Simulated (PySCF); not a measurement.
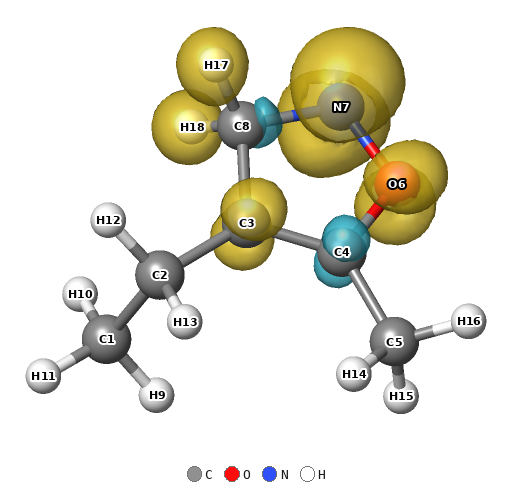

Figure. C6H10NO (SMILES CCC1=C(C)O[N]C1) (doublet). Isosurfaces of the spin density at +0.03 (yellow) and −0.03 e/Å³ (cyan), seen at a tilt.

Geometry: GFN2-xTB.

Theory: UKS B3LYP, pcH-1 on C H N O, non-relativistic, mean-field spin-orbit, GIAO in PySCF 2.14.0, density-fitted response routines.

```xyz
18

C     2.0651   -0.6585    0.1679
C     0.9991   -0.3177   -0.8776
C    -0.1193    0.4569   -0.2780
C    -1.2735    0.0220    0.2637
C    -1.8503   -1.3368    0.4272
O    -2.0109    1.0647    0.7367
N    -1.3712    2.2420    0.5354
C    -0.1340    1.9498   -0.1155
H     1.6333   -1.2563    0.9671
H     2.4792    0.2487    0.6017
H     2.8743   -1.2216   -0.2906
H     1.4557    0.2688   -1.6780
H     0.6119   -1.2434   -1.3096
H    -1.4245   -2.0146   -0.3075
H    -1.6366   -1.7200    1.4246
H    -2.9296   -1.2927    0.3040
H    -0.0814    2.4884   -1.0749
H     0.7039    2.3267    0.4917
```

**Describe the spin distribution.**

The unpaired spin (1 electron) lies mostly on N7 (about 0.6) and O6 (about 0.2), in electrons by Hirshfeld's partition.
